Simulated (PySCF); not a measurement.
**RuSBr2: singlet, from a T-shaped (ligand arrangement 1) start**

The task is one start of a wider search on RuSBr2: the singlet, from a T-shaped (ligand arrangement 1) start. It is relaxed, tested by its Hessian and followed downhill if it is a saddle.

Method: B3LYP, basis Ru def2-SVP with ECP28, S def2-SVP, Br def2-SVP, scalar-relativistic core potentials, no spin–orbit coupling, density fitting; program: PySCF 2.14.0.

### 1 Starting geometry

4 atoms, charge 0, spin multiplicity 1.

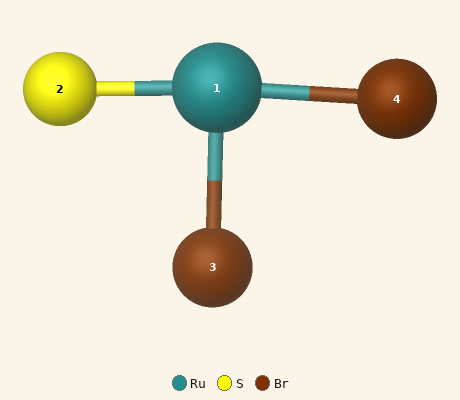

Start geometry, drawn with ruthenium teal, sulfur yellow, bromine brown; atoms are numbered from 1 in the order of the file.

```xyz
4
charge 0 multiplicity 1
Ru   -0.4183    0.0000   -0.6771
S    -2.4970    0.0000   -0.6045
Br   -0.4183    0.0000    1.7129
Br    1.9702    0.0000   -0.5937
```

### 2 Relaxing the singlet from the T-shaped (ligand arrangement 1) start

The steps below are one call of a driver around PySCF. For each, scf.py gives the equivalent set-up of the SCF; relaxations use the driver's own optimiser. Before each start the driver seeks the lowest SCF state from one or more starting densities and follows internal instabilities, so scf.py alone need not reach the same state.

The program finds Cs symmetry in the start, which this walk keeps. The walk stops when the largest gradient is under 0.0003 Eh/bohr and the energy has settled too.

scf.py

```python
from pyscf import gto, scf, dft
mol = gto.M(atom='''
Ru    -0.418343     0.000000    -0.677096
S     -2.497043     0.000000    -0.604496
Br    -0.418343     0.000000     1.712904
Br     1.970157     0.000000    -0.593696''',
    basis={'Ru': 'def2-SVP', 'S': 'def2-SVP', 'Br': 'def2-SVP'},
    ecp={'Ru': 'def2-SVP'},
    charge=0, spin=0)
mf = dft.RKS(mol, xc='B3LYP')
mf.grids.atom_grid = (50, 194)
aux = {'Ru': 'def2-universal-JKFIT', 'S': 'def2-universal-JKFIT', 'Br': 'def2-universal-JKFIT'}
mf = mf.density_fit(auxbasis=aux)
mf.kernel()
```

Energy and gradient, step by step:

```
step   energy (Eh)  change (kJ/mol)  largest symmetric gradient (Eh/bohr)
   0  -5640.756236             0.00                               0.02197
   1  -5640.762692           -16.95                               0.02033
   2  -5640.781759           -67.01                               0.04714
   3  -5640.793655           -98.24                               0.02649
   4  -5640.798504          -110.97                               0.01786
   5  -5640.802872          -122.44                               0.01098
   6  -5640.803244          -123.42                               0.01346
   7  -5640.803666          -124.53                               0.00693
   8  -5640.803902          -125.15                               0.00183
   9  -5640.803914          -125.18                               0.00057
  10  -5640.803914          -125.18                               0.00015
```

The walk needed 32 s of wall time on 4 threads, shared host.

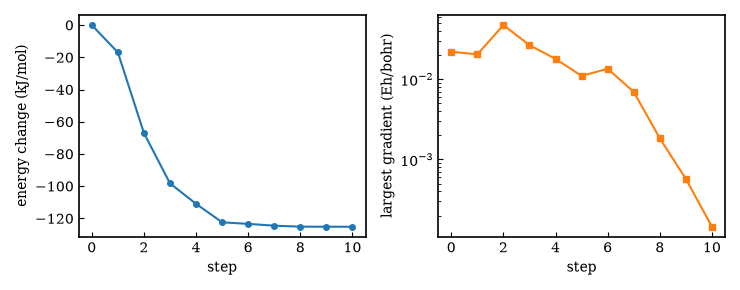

How energy and gradient fall.

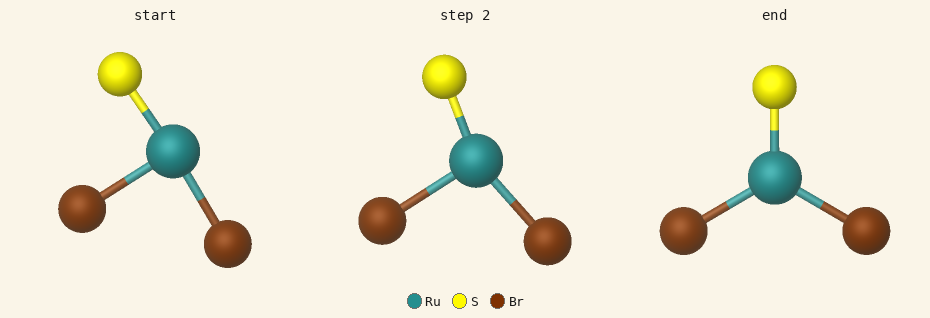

The geometry along the walk, at one scale.

End point (C2v, 10 steps, 125.2 kJ/mol gained): Ru–Br 2.348 Å (×2), Ru–S 2.013 Å; Br–Ru–Br 119.2°, Br–Ru–S 120.4° (×2).

### 3 Is it a minimum? Harmonic modes

The point is checked on the finer grid, and tightened if its gradient asks for it. The Hessian and the dipole derivatives come from central differences of analytic gradients, with steps of 0.01 bohr.

Edit scf.py of step 2 so:

```diff
@@ -3,4 +3,4 @@
-Ru    -0.418343     0.000000    -0.677096
-S     -2.497043     0.000000    -0.604496
-Br    -0.418343     0.000000     1.712904
-Br     1.970157     0.000000    -0.593696''',
+Ru    -0.357018    -0.000000    -0.226342
+S     -2.056597    -0.000000    -1.303839
+Br    -0.437347     0.000000     2.120727
+Br     1.731491    -0.000000    -1.300267''',
@@ -11 +11 @@
-mf.grids.atom_grid = (50, 194)
+mf.grids.atom_grid = (75, 302)
```

The driver hands on the density of the step before, so the log starts near convergence.

SCF at the final geometry:

```text
init E= -5640.80407387887
  HOMO = -0.245868251298161  LUMO = -0.1751966898244  gap/eV = 1.92307
cycle= 1 E= -5640.80407382888  delta_E= 5e-08  |g|= 0.000443  |ddm|= 0.000499
  HOMO = -0.245767856312514  LUMO = -0.175165286960741  gap/eV = 1.92119
cycle= 2 E= -5640.80407260077  delta_E= 1.23e-06  |g|= 0.00226  |ddm|= 0.00222
  HOMO = -0.245857428381816  LUMO = -0.17520867538981  gap/eV = 1.92245
cycle= 3 E= -5640.80407387241  delta_E= -1.27e-06  |g|= 0.000167  |ddm|= 0.00178
  HOMO = -0.245853047304175  LUMO = -0.175196143595478  gap/eV = 1.92267
cycle= 4 E= -5640.80407388161  delta_E= -9.2e-09  |g|= 1.88e-06  |ddm|= 0.00021
  HOMO = -0.245853068094703  LUMO = -0.175196163187049  gap/eV = 1.92267
cycle= 5 E= -5640.80407388163  delta_E= -1.64e-11  |g|= 8.99e-07  |ddm|= 3.98e-06
  HOMO = -0.24585287607669  LUMO = -0.175196132087224  gap/eV = 1.92267
Extra cycle  E= -5640.80407388162  delta_E= 1e-11  |g|= 3.25e-06  |ddm|= 6.77e-06
converged SCF energy = -5640.80407388162
```

The whole step took 44 s.

Geometry: C2v; Ru–Br 2.348 Å (×2), Ru–S 2.012 Å; Br–Ru–Br 119.2°, Br–Ru–S 120.4° (×2).

Harmonic modes (main isotopes):

```csv
symmetry,ω (cm⁻¹),IR (km/mol),μ (u)
a1,75,0.4,74.18
b1,79,0.0,63.25
b2,116,0.1,39.60
a1,258,5.2,73.54
b2,314,52.2,89.86
a1,593,52.5,39.00
```

All wavenumbers are real: a minimum.

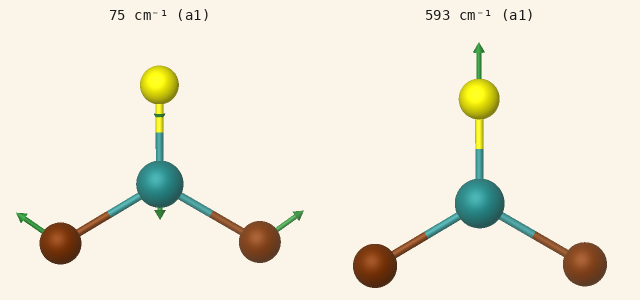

How the atoms move in 2 of the modes.

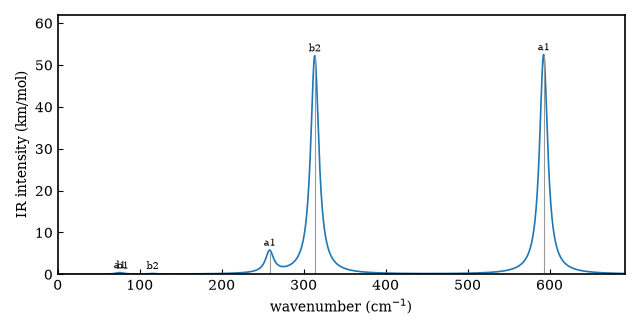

The harmonic infrared spectrum (widths in cm⁻¹). Lines are broadened to a width of 12 cm⁻¹ (Lorentzian).

Properties at this point:

```
Dipole moment                                                   : 1.38 D
Highest occupied level                                          : -6.69 eV
Lowest empty level                                              : -4.77 eV
Rotational constants                                            : 0.05611, 0.02604, 0.01779 cm⁻¹
Zero-point energy                                               : 8.6 kJ/mol
Principal polarisabilities                                      : 52.2, 111.5, 120.1 bohr³
Atomisation energy without zero-point energy                    : 896 kJ/mol
Principal traceless quadrupole moments about the centre of mass : -4.22, -1.90, 6.12 D Å
Entropy at 298.15 K and 1 bar                                   : 362.5 J/(mol K)
Heat capacity Cp at 298.15 K                                    : 76.4 J/(mol K)
Enthalpy at 298.15 K above 0 K                                  : 18.59 kJ/mol
Rotational symmetry number                                      : 2
```

Charges (e) and bond orders:

| atom | Mulliken | Löwdin | polar tensor | Mayer order to Ru1 |
| --- | --- | --- | --- | --- |
| Ru1 | 0.12 | -0.93 | 1.06 | – |
| S2 | 0.07 | 0.49 | -0.32 | 2.36 |
| Br3,4 | -0.10 | 0.22 | -0.37 | 1.16 |

Mulliken populations on Ru1 (outside its core potential): s 2.53, p 6.50, d 6.84, f 0.01.

### 4 Stability of the closed shell

At the lowest minimum the closed shell is tested against spin polarisation, on the (50, 194) grid. It is unstable: an open-shell solution lies lower. That solution was not followed to a minimum here.

### 5 What came out

| quantity | value |
| --- | --- |
| minimum | singlet, C2v (closed shell, unstable towards spin polarisation) |
| geometry | Ru–Br 2.348 Å (×2), Ru–S 2.012 Å; Br–Ru–Br 119.2°, Br–Ru–S 120.4° (×2) |
| wavenumbers (cm⁻¹) | 75 (a1), 79 (b1), 116 (b2), 258 (a1), 314 (b2), 593 (a1) |
| dipole moment | 1.38 D |
| highest occupied, lowest empty level | -6.69, -4.77 eV |
| polar-tensor charge of Ru1 | +1.06 e |
| zero-point energy | 8.6 kJ/mol |

From Cs at the start the molecule goes to a C2v minimum. The strongest infrared band lies at 593 cm⁻¹ (a1, stretch). Other starts or spin states, not run here, may lie lower. Modes under about 90 cm⁻¹ are uncertain by tens of cm⁻¹. Spin polarisation would lower this closed shell, so its numbers describe a constrained state.

The search up to here took 91 s.
